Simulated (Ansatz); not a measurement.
# Gate voltage at the highest density: 2H-WS2 under Nb2COS MXene, AB

A layer charged from two gates alike needs a voltage that grows with the carrier density; the slope is e over the total capacitance.

**Method.** Ansatz 0.2.0, plane waves with PAW datasets (its set soft_2), LDA; isolated slab, charged sheets 4.5 Å from the outer atoms behind model barriers, atoms held, Fermi-Dirac smearing of 0.02585 eV. The voltage is that of the gates (their mean) against the layer's Fermi level, from the uncharged case, which has no gap over 0.05 eV.

| run | added electrons (10¹³ per cm²) | gate voltage (V) |
| --- | --- | --- |
| run 1 | −1.00 | −0.37 |
| run 2 | −2.00 | −0.73 |
| run 3 | −4.00 | −1.46 |
| run 4 | −7.00 | −2.55 |
| run 5 | −11.00 | ? |

**Question.** What value belongs in the row marked “?”, and how far can the other rows tell?

A least-squares line through the 4 rows shown has slope 0.3636 and intercept −0.0049; no row lies more than 0.01 V off it. The capacitance is 1.602/0.3636 = 4.41 µF/cm², against 3.94 µF/cm² for plates 4.5 Å apart in vacuum on both sides; it is the larger, as where the added charge has its centre outside the outer atoms (not examined here). At −11.00 it gives 0.3636 × (−11.00) + (−0.0049) = −4.00 V, beyond the rows fitted. Rounding and scatter of the rows alone allow about ±0.012 V there.

The run itself gives −3.98 V: a miss of +0.02 V, or 0.5 % of the value. The capacitance rises a little towards the highest density.

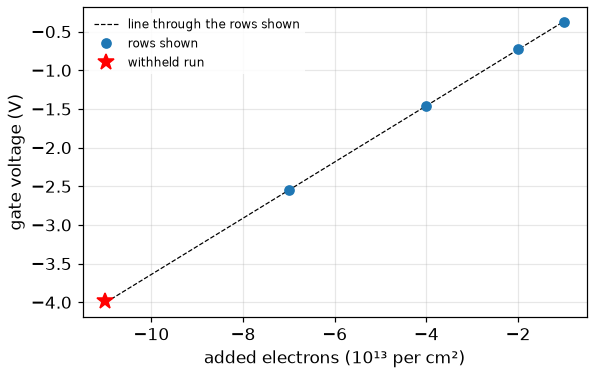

The fit and the withheld run.

**Limits.** The gates are model sheets, not atoms, and low densities sample few k-points. Spin-orbit coupling is left out, which changes the bands of elements this heavy.
